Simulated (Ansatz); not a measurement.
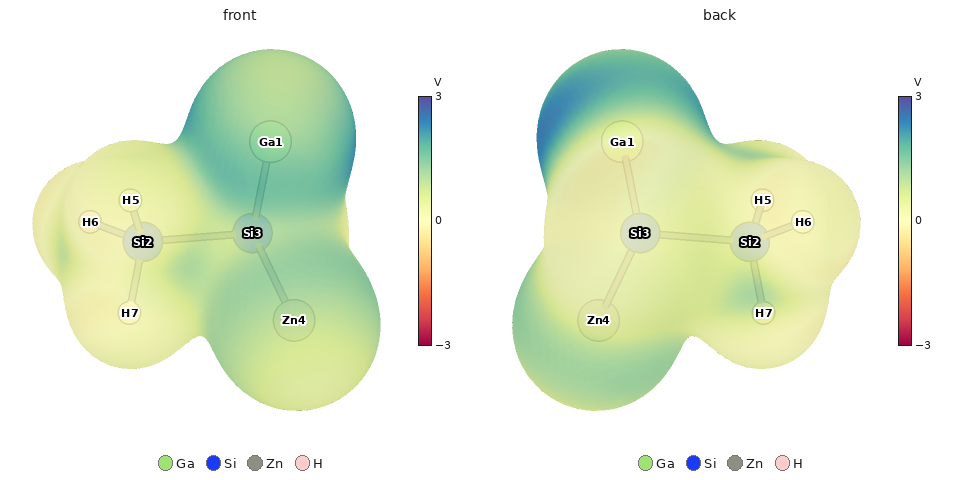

Figure. GaH$_{3}$Si$_{2}$Zn (triplet). The molecular electrostatic potential painted on the density surface at 0.004 e/bohr³, seen from the front and from behind; the colour scale runs from red (negative) to blue (positive).

Geometry: BLYP-D3(BJ)/def2-SVP.

The calculation used Ansatz, isolated molecule in a Gaussian basis; Kohn-Sham density functional theory, functional PBE0.

```yaml
atoms:
  - { symbol: Ga, position_ang: [0.4722, -1.7678, -0.6325] }
  - { symbol: Si, position_ang: [-2.1777, 0.1676, -0.7712] }
  - { symbol: Si, position_ang: [-1.8239, -2.1763, -1.3412] }
  - { symbol: Zn, position_ang: [-2.4894, -2.6984, 1.2280] }
  - { symbol: H, position_ang: [-1.0559, 0.8961, -0.0682] }
  - { symbol: H, position_ang: [-2.4547, 0.9438, -2.0304] }
  - { symbol: H, position_ang: [-3.3739, 0.3148, 0.1330] }
```

### Which sites attract a positive test charge, and which a negative one?

A positive charge is drawn to the negative regions and a negative charge to the positive ones. The most negative region (about −0.2 V) lies over H6, the most positive (about +2.5 V) over Ga1.

### How polar is the molecule by this calculation?

Its dipole moment is 1.92 D.
